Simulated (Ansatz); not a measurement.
## SnHCl3: nudged elastic band

SnHCl3, computed with RKS PBE-D4/def2-SVPD (Ansatz 0.2.0).

It belongs to a series of runs on one base structure; here: band between the two ends. Figures and captions count atoms from 1; the log counts them from 0 in places.

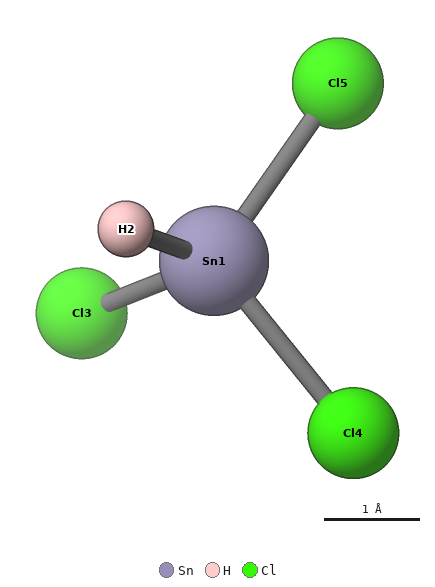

The input geometry (ball-and-stick view, seen at a tilt; atoms are numbered from 1 in the order of the input). Sticks mark near contacts. Bond lengths as drawn: Cl–Sn 2.36 Å and H–Sn 1.71 Å.

**Input**
```yaml
crystal:
  periodic: [false, false, false]
  atoms:
    - { symbol: Sn, position_ang: [0.20843, 0.0, 0.329093] }
    - { symbol: H, position_ang: [-0.037323, 0.0, 2.023343] }
    - { symbol: Cl, position_ang: [2.510552, 0.0, -0.189925] }
    - { symbol: Cl, position_ang: [-0.76018, 1.90794, -0.670156] }
    - { symbol: Cl, position_ang: [-0.76018, -1.90794, -0.670156] }
basis:
  gaussian: { orbitals: def2-SVPD }
hamiltonian:
  xc: pbe
  dispersion: d4
neb:
  order_check: false
  images: 5
  f_tol: 0.05
  max_iterations: 60
  final_atoms:
    - { symbol: Sn, position_ang: [-0.71146265, 0.73053207, 0.97631798] }
    - { symbol: H, position_ang: [1.23106054, -1.02515175, 0.25945912] }
    - { symbol: Cl, position_ang: [2.10370675, -0.07712754, 0.71199405] }
    - { symbol: Cl, position_ang: [-0.8058744, 1.97612923, -1.10481067] }
    - { symbol: Cl, position_ang: [-0.65613124, -1.60438201, -0.02076148] }
  initial_path:
    images:
      - { positions_ang: [[0.20843, 0.0, 0.329093], [-0.037323, 0.0, 2.023343], [2.510552, 0.0, -0.189925], [-0.76018, 1.90794, -0.670156], [-0.76018, -1.90794, -0.670156]] }
      - { positions_ang: [[0.138708, 0.0, 0.21974334], [0.2850893, 0.0, 1.91662323], [2.5106929, 0.0, 0.11027555], [-0.8865956, 1.92749333, -0.71222156], [-0.8865956, -1.92749333, -0.71222156]] }
      - { positions_ang: [[0.068986, 0.0, 0.11039368], [0.60750161, 0.0, 1.80990346], [2.5108338, 0.0, 0.4104761], [-1.0130112, 1.94704667, -0.75428712], [-1.0130112, -1.94704667, -0.75428712]] }
      - { positions_ang: [[-0.00073599, 0.0, 0.00104402], [0.92991391, 0.0, 1.70318369], [2.51097469, 0.0, 0.71067666], [-1.1394268, 1.9666, -0.79635268], [-1.1394268, -1.9666, -0.79635268]] }
      - { positions_ang: [[-0.23764488, 0.24351069, 0.32613534], [1.03029612, -0.34171725, 1.22194216], [2.37521871, -0.02570918, 0.71111579], [-1.02824267, 1.96977641, -0.89917201], [-0.97832828, -1.84586067, -0.53782228]] }
      - { positions_ang: [[-0.47455376, 0.48702138, 0.65122666], [1.13067833, -0.6834345, 0.74070064], [2.23946273, -0.05141836, 0.71155492], [-0.91705854, 1.97295282, -1.00199134], [-0.81722976, -1.72512134, -0.27929188]] }
      - { positions_ang: [[-0.71146265, 0.73053207, 0.97631798], [1.23106054, -1.02515175, 0.25945912], [2.10370675, -0.07712754, 0.71199405], [-0.8058744, 1.97612923, -1.10481067], [-0.65613124, -1.60438201, -0.02076148]] }
```

Launch command:
```bash
ansatz run input.yaml --threads 4 --pin off --max-ram 5120MiB --backend cpu --events-out ev --progress --plain --runs-dir out
```

**What the program printed**
```
Engine: ansatz 0.2.0, x86_64-unknown-linux-gnu
Functional definition: PBE
  parameter kappa = 0.804
  parameter beta = 0.06672455060314922
  exchange = pbe_x(kappa = kappa, mu = beta*pi^2/3)
  correlation = pbe_c(beta = beta)
1245 factors; their error is unknown
mean field evaluation 1: about -43390.5067 eV, gradient 2.6e1 eV
mean field evaluation 2: about -43386.6637 eV, gradient 4.6e1 eV
mean field evaluation 4: about -43392.2895 eV, gradient 1.0e0 eV
mean field evaluation 8: about -43392.2664 eV, gradient 7.1e-2 eV
mean field evaluation 16: about -43392.2664 eV, gradient 9.6e-6 eV
mean field -43392.26642835 eV, -1594.6363789072 hartree, gradient 9.6e-6 eV, S^2 0.000000; 0 other end points of the search recorded, 0 dependent functions left out
the calculation of the forces begins
reference -43392.26647776 eV, -1594.6363807232 hartree; 37, 37 occupied and 84, 84 virtual orbitals, 1245 factors
1245 factors; their error is unknown
mean field evaluation 32: about -43392.5952 eV, gradient 3.4e-4 eV
mean field -43392.59517765 eV, -1594.6484602211 hartree, gradient 5.9e-5 eV, S^2 0.000000; 0 other end points of the search recorded, 0 dependent functions left out
[... from here on the field's lines of each further geometry are left out, up to the last ...]
NEB iter   1: max|band force component| = 3.136e0 eV/Å  barrier→ = 1.8655 eV  barrier← = 2.2165 eV  Δτ_max = 0.2000 Å  (240 SCF iters)
NEB iter   2: max|band force component| = 1.905e0 eV/Å  barrier→ = 1.5442 eV  barrier← = 1.8951 eV  Δτ_max = 0.1961 Å  (165 SCF iters)
NEB iter   3: max|band force component| = 1.820e0 eV/Å  barrier→ = 1.3463 eV  barrier← = 1.6973 eV  Δτ_max = 0.1919 Å  (161 SCF iters)
NEB iter   4: max|band force component| = 4.010e0 eV/Å  barrier→ = 1.2917 eV  barrier← = 1.6427 eV  Δτ_max = 0.0989 Å  (164 SCF iters)
NEB iter   5: max|band force component| = 1.306e0 eV/Å  barrier→ = 1.3030 eV  barrier← = 1.6539 eV  Δτ_max = 0.0984 Å  (152 SCF iters)
NEB iter   6: max|band force component| = 8.216e-1 eV/Å  barrier→ = 1.3175 eV  barrier← = 1.6685 eV  Δτ_max = 0.1963 Å  (143 SCF iters)
NEB iter   7: max|band force component| = 6.733e-1 eV/Å  barrier→ = 1.2466 eV  barrier← = 1.5976 eV  Δτ_max = 0.1982 Å  (160 SCF iters)
NEB iter   8: max|band force component| = 1.519e0 eV/Å  barrier→ = 0.9381 eV  barrier← = 1.2890 eV  Δτ_max = 0.1007 Å  (160 SCF iters)
NEB iter   9: max|band force component| = 1.349e0 eV/Å  barrier→ = 0.9389 eV  barrier← = 1.2899 eV  CI = image 2  Δτ_max = 0.1971 Å  (146 SCF iters)
NEB iter  10: max|band force component| = 3.998e-1 eV/Å  barrier→ = 1.3021 eV  barrier← = 1.6531 eV  CI = image 2  Δτ_max = 0.2000 Å  (151 SCF iters)
NEB iter  11: max|band force component| = 3.937e-1 eV/Å  barrier→ = 1.3047 eV  barrier← = 1.6557 eV  CI = image 2  Δτ_max = 0.1679 Å  (153 SCF iters)
NEB iter  12: max|band force component| = 1.886e-1 eV/Å  barrier→ = 1.3071 eV  barrier← = 1.6581 eV  CI = image 2  Δτ_max = 0.2000 Å  (147 SCF iters)
NEB iter  13: max|band force component| = 3.874e-1 eV/Å  barrier→ = 1.3069 eV  barrier← = 1.6579 eV  CI = image 2  Δτ_max = 0.0993 Å  (145 SCF iters)
NEB iter  14: max|band force component| = 1.218e-1 eV/Å  barrier→ = 1.3068 eV  barrier← = 1.6578 eV  CI = image 2  Δτ_max = 0.1019 Å  (144 SCF iters)
NEB iter  15: max|band force component| = 4.057e-1 eV/Å  barrier→ = 1.3068 eV  barrier← = 1.6578 eV  CI = image 2  Δτ_max = 0.0520 Å  (122 SCF iters)
NEB iter  16: max|band force component| = 5.219e-2 eV/Å  barrier→ = 1.3068 eV  barrier← = 1.6578 eV  CI = image 2  Δτ_max = 0.0442 Å  (123 SCF iters)
the calculation of the forces begins
reference -43392.48218402 eV, -1594.6443077818 hartree; 37, 37 occupied and 84, 84 virtual orbitals, 1245 factors
1245 factors; their error is unknown
mean field -43390.96256093 eV, -1594.5884626635 hartree, gradient 1.1e-5 eV, S^2 0.000000; 1 other end points of the search recorded, 0 dependent functions left out
the calculation of the forces begins
reference -43390.96260981 eV, -1594.5884644598 hartree; 37, 37 occupied and 84, 84 virtual orbitals, 1245 factors
NEB iter  17: max|band force component| = 2.757e-2 eV/Å  barrier→ = 1.3068 eV  barrier← = 1.6578 eV  CI = image 2  Δτ_max = 0.0000 Å  (257 SCF iters)
```

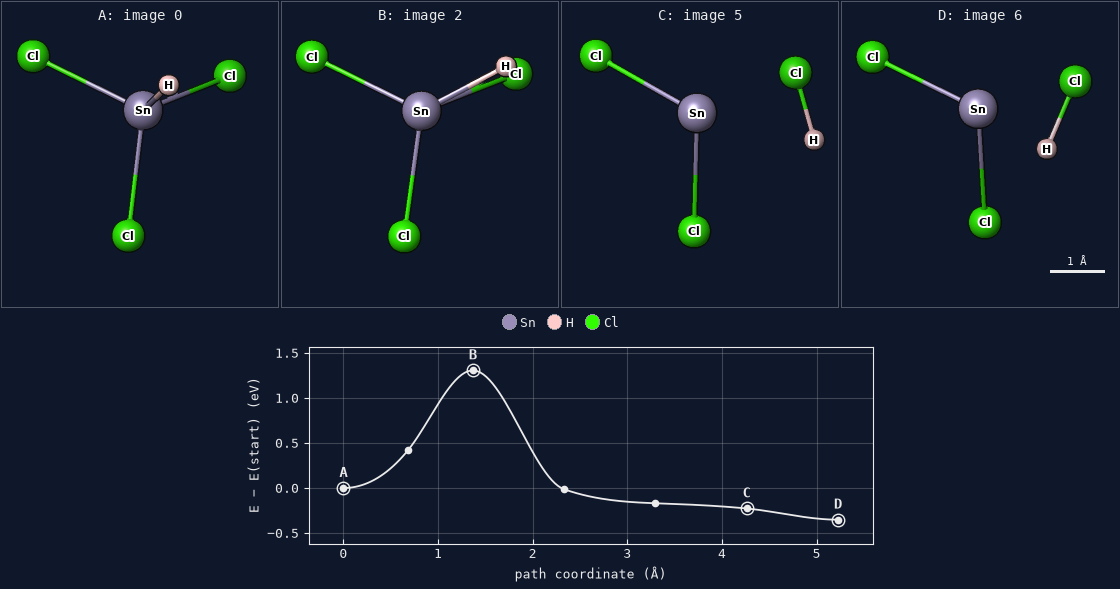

Images of the last band (counted from 0; ball-and-stick, seen at a tilt) above the energy along the path; the line is a cubic interpolation that uses the forces. The highest image is number 2, 1.307 eV above the start and 1.658 eV above the end (the climbing image); the end lies 0.351 eV below the start. The path is 5.22 Å long. The band converged in 17 iterations.

```
Total energy: -43391.13794934 eV, -1594.5949080685 hartree
Atom 0 at    -0.268533     0.004483     0.413148 Å, force     0.000117     0.000272    -0.000169 eV/Å
Atom 1 at     0.924220     0.004652     1.740628 Å, force     0.000065    -0.000071     0.000050 eV/Å
Atom 2 at     2.335563    -0.011644     0.413386 Å, force    -0.000254     0.000122     0.000002 eV/Å
Atom 3 at    -0.903463     1.896542    -0.883065 Å, force     0.000151    -0.000264     0.000144 eV/Å
Atom 4 at    -0.926489    -1.894032    -0.861897 Å, force    -0.000079    -0.000059    -0.000027 eV/Å
Dipole moment:    -0.257145     0.004269     0.482081 e Å
this run last wrote the band of iteration 17 to [file]
```

**The last band as extended XYZ (Å, eV, eV/Å)**
```
5
Properties=species:S:1:pos:R:3:forces:R:3 image=0 energy=-43392.44473
Sn    0.2084    0.0000    0.3291   -0.0210   0.0000   0.0130
H    -0.0373    0.0000    2.0233   -0.0057   0.0000   0.0201
Cl    2.5106    0.0000   -0.1899    0.0136   0.0000  -0.0174
Cl   -0.7602    1.9079   -0.6702    0.0066  -0.0073  -0.0078
Cl   -0.7602   -1.9079   -0.6702    0.0066   0.0073  -0.0078
5
Properties=species:S:1:pos:R:3:forces:R:3 image=1 energy=-43392.02318
Sn    0.0453    0.0003    0.3188    0.6375  -0.0005  -0.1745
H     0.4574    0.0007    1.9687   -0.8893   0.0013   0.4378
Cl    2.4315   -0.0029    0.1472    0.2007  -0.0005  -0.5983
Cl   -0.8842    1.8614   -0.8072    0.0256  -0.0702   0.1676
Cl   -0.8887   -1.8595   -0.8054    0.0254   0.0699   0.1674
5
Properties=species:S:1:pos:R:3:forces:R:3 image=2 energy=-43391.13790
Sn   -0.2685    0.0045    0.4131    0.0001   0.0003  -0.0002
H     0.9242    0.0047    1.7406    0.0001  -0.0001   0.0001
Cl    2.3356   -0.0116    0.4134   -0.0003   0.0001   0.0000
Cl   -0.9035    1.8965   -0.8831    0.0002  -0.0003   0.0001
Cl   -0.9265   -1.8940   -0.8619   -0.0001  -0.0001   0.0000
5
Properties=species:S:1:pos:R:3:forces:R:3 image=3 energy=-43392.45762
Sn   -0.8198    0.0253    0.4984   -0.2564  -0.0014   0.0347
H     1.6617   -0.0231    1.7660    0.3234  -0.0073   0.0094
Cl    2.2329   -0.0441    0.5892   -0.0571   0.0019   0.1225
Cl   -0.9120    1.9163   -1.0245   -0.0053   0.0049  -0.0862
Cl   -1.0014   -1.8745   -1.0068   -0.0045   0.0018  -0.0803
5
Properties=species:S:1:pos:R:3:forces:R:3 image=4 energy=-43392.61317
Sn   -1.0792    0.3242    0.5952   -0.0302  -0.0189  -0.0219
H     2.1734   -0.7240    1.5510    0.0199  -0.0275  -0.0105
Cl    2.0093    0.1510    0.5999   -0.0015   0.0252   0.0125
Cl   -0.7503    1.9685   -1.1799    0.0076  -0.0068  -0.0053
Cl   -1.1919   -1.7197   -0.7441    0.0042   0.0279   0.0252
5
Properties=species:S:1:pos:R:3:forces:R:3 image=5 energy=-43392.67118
Sn   -0.9639    0.6026    0.8018    0.0013   0.0218   0.0059
H     1.8822   -1.1474    0.7384   -0.0473  -0.0313  -0.0629
Cl    2.1044    0.1379    0.7191    0.0048   0.0194   0.0480
Cl   -0.7986    2.0174   -1.1749   -0.0051  -0.0027  -0.0150
Cl   -1.0629   -1.6106   -0.2622    0.0463  -0.0072   0.0240
5
Properties=species:S:1:pos:R:3:forces:R:3 image=6 energy=-43392.79572
Sn   -0.7115    0.7305    0.9763    0.0139  -0.0032  -0.0076
H     1.2311   -1.0252    0.2595   -0.0076  -0.0198  -0.0069
Cl    2.1037   -0.0771    0.7120   -0.0007   0.0258   0.0081
Cl   -0.8059    1.9761   -1.1048    0.0021  -0.0028   0.0064
Cl   -0.6561   -1.6044   -0.0208   -0.0077   0.0000   0.0001
```

**Results in brief**

```tsv
quantity	value
outcome	converged
barrier, forward	1.307 eV
barrier, backward	1.658 eV
hardware	4 threads of Intel Xeon (Sapphire Rapids), 32 GiB of memory available, shared host
wall time	77 s (CPU time 4.5 min)
peak memory	0.21 GiB
```

**Notes**

The order of the saddle point was not checked.
